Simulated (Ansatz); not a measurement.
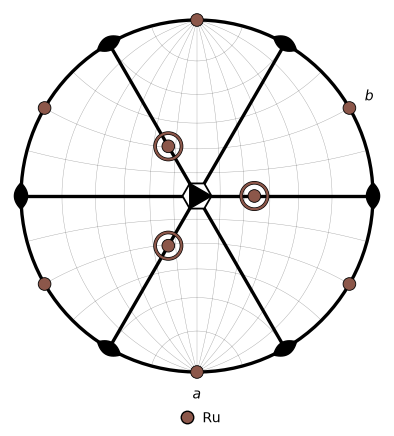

Crystal: Ru, the input geometry of an electronic-structure calculation (not necessarily at equilibrium). Directions from one ruthenium atom at (1/3, 2/3, 1/4) to its bonded neighbours, in stereographic projection down c (filled: above the plane of the page or in it, open: below). All values are computed from the atomic coordinates in the standard setting (tolerance 0.002 Å).

Neighbours are counted up to 2.97 Å for Ru. The symmetry elements of the site are drawn in: heavy lines are mirror planes (a heavy rim: a mirror in the plane of the page); lens, triangle, square and hexagon are 2-, 3-, 4- and 6-fold axes, a lens in an open square is −4, a triangle in an open hexagon −6; thin dashed diameters join the ends of axes that lie in the page; a small open circle marks inversion.

```
Ru
1.0
     2.70580    0.00000    0.00000
    -1.35290    2.34329    0.00000
     0.00000    0.00000    4.28190
Ru
2
Direct
  0.33333 0.66667 0.25000
  0.66667 0.33333 0.75000
```

Q: How many neighbours are there, and at what angles?

A: 12: 6 Ru at 2.65 Å, 6 Ru at 2.71 Å. Angles between bonds: 59° (12×), 60° (6×), 61° (6×), 90° (12×), 108° (3×), 120° (6×), 121° (12×), 146° (6×), 180° (3×).

Q: What is the site's symmetry in the crystal?

A: Point group -6m2 (D3h), order 12: one −6 axis, three twofold axes, four mirror planes. In No. 194, P6_3/mmc this is Wyckoff position 2c.
